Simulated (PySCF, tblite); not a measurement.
**C3H5B2F3: geometry, infrared bands and NMR shifts**

What infrared bands and NMR shifts should C3H5B2F3 (`C=C(F)BCB(F)F`) show?

The runs use tblite 0.8.0 and PySCF 2.14.0, with density-fitted response routines of our own; the level of theory stands in each step. All values are computed, except where a source is named. Atoms count from 0, in the outputs and in this text.

**1. The starting structure**

13 atoms, charge 0, multiplicity 1; geometry from: force field or distance geometry start.

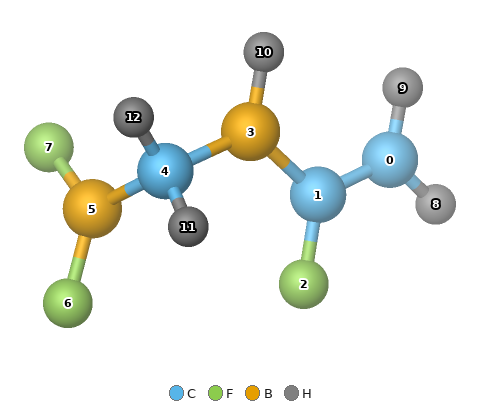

The starting geometry (carbon blue, fluorine green, boron amber, hydrogen grey), atoms numbered.

**2. Optimising the geometry with GFN2-xTB**

What the job is given:

```
{"job": {"kind": "relax", "xc": "GFN2-xTB", "basis": "xTB"}, "charge": 0, "multiplicity": 1}
C      2.432900     0.378500    -0.586800
C      1.084900     0.374900    -0.625400
F      0.437300     1.311600    -1.331100
B      0.269500    -0.712100     0.157900
C     -1.321800    -0.745600     0.124600
B     -1.927400     0.488300     0.918300
F     -2.740300     1.468600     0.236400
F     -1.679500     0.620600     2.345300
H      2.978000     1.138300    -1.131500
H      2.980100    -0.360500    -0.017200
H      0.836200    -1.568900     0.761800
H     -1.662000    -0.710400    -0.937800
H     -1.692300    -1.682800     0.588700
```

Launch:

```console
$ OMP_NUM_THREADS=1 python probes_run.py task.json out
```

This one command runs all jobs of the session in turn.

**Question.** This job is followed by: GFN2-xTB harmonic vibrations, gas phase; GIAO PBE0/pcSseg-1 NMR shielding, non-relativistic, gas phase. Predict these results of the whole session: strongest single infrared mode (GFN2-xTB); zero-point energy (GFN2-xTB); 13C shifts against TMS (PBE0/pcSseg-1); 1H shifts against TMS (PBE0/pcSseg-1, means over atoms taken as alike); 19F shifts against CFCl3 (PBE0/pcSseg-1, means over atoms taken as alike); 11B shifts against BF3·OEt2 (PBE0/pcSseg-1); surface potential, least and greatest.

The runs gave:

```
                                                                 quantity                       value
                                strongest single infrared mode (GFN2-xTB)       1247 cm⁻¹, 453 km/mol
                                             zero-point energy (GFN2-xTB)               51.4 kcal/mol
                                   13C shifts against TMS (PBE0/pcSseg-1)      187.6, 133.9, 22.7 ppm
   1H shifts against TMS (PBE0/pcSseg-1, means over atoms taken as alike)  6.80, 6.42, 5.91, 2.14 ppm
19F shifts against CFCl3 (PBE0/pcSseg-1, means over atoms taken as alike)           -59.4, -102.0 ppm
                              11B shifts against BF3·OEt2 (PBE0/pcSseg-1)              70.1, 26.2 ppm
                                    surface potential, least and greatest          -0.82 V and 1.92 V
```

Over 79 steps the energy fell by 0.732 eV; of the close pairs, B5–F7 changed most, 1.454 to 1.320 Å. No mode is imaginary among the 33: a minimum at this level. The strongest single mode, at 1247 cm⁻¹, moves mainly B5. GFN2-xTB is a fitted tight-binding method: band positions and strengths are rough. Its intensities can rank the bands wrongly. At PBE0/pcSseg-1: The widest tensor belongs to F6, F7: span 305 ppm, with a paramagnetic part of -237 ppm. At PBE0/pcSseg-1, counted by nearest atom on the grid, the HOMO lies on C0, C1 about 33 % each; F2 17 %, the LUMO on B3 39 %; C0 20 %.
